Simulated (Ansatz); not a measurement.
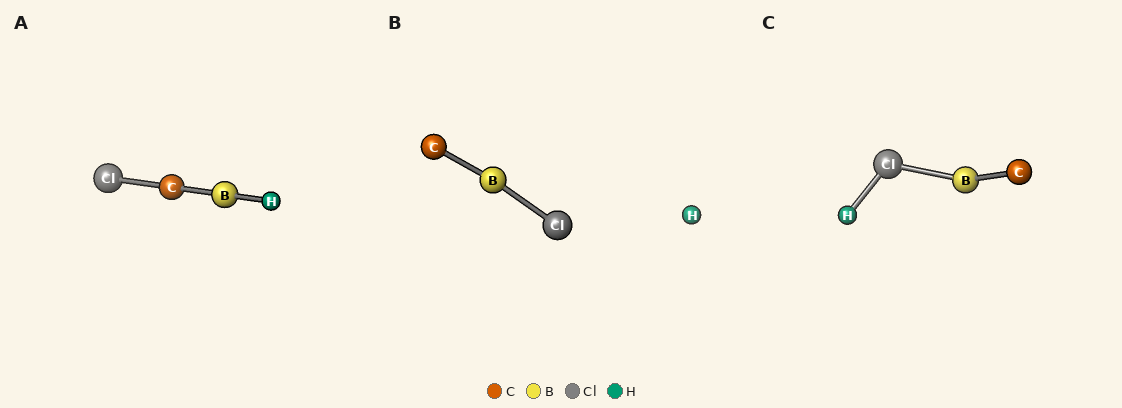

3 stationary structures of one formula. Charge 0, doublet. Geometries: PBE-D4/def2-SVP. Electronic energies: PBE-D4/def2-SVP (Ansatz 0.2.0), without zero-point energy. No frequency run is at hand to confirm each as a minimum.

> Rank them by energy, lowest first.

A is lowest (C∞v); B lies 87.7 kcal/mol above it (Cs), C lies 91.3 kcal/mol above it.

The determinant isn't a pure spin state (⟨S²⟩ up to 1.75).
